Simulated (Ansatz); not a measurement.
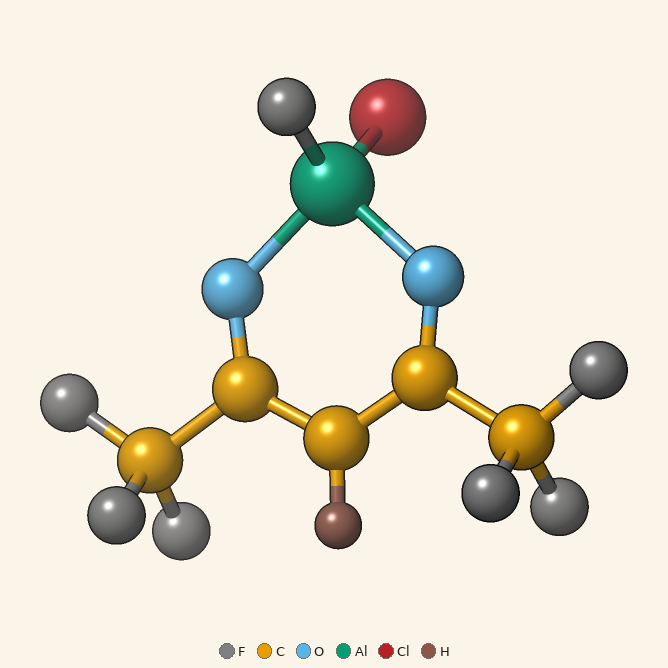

The computed structure is the end point of a PBE-D4/def2-SVP optimisation. No frequency run is at hand to confirm it as a minimum. Properties computed with RKS PBE-D4/def2-SVP (Ansatz 0.2.0).

Computed properties:

The species is C5HAlClF7O2 (`FC(F)(F)C1=CC(C(F)(F)F)=[O+][Al@@-]([F])([Cl])[O]1`).
- dipole moment: 3.50 D
- dispersion correction: −56.4 kJ/mol
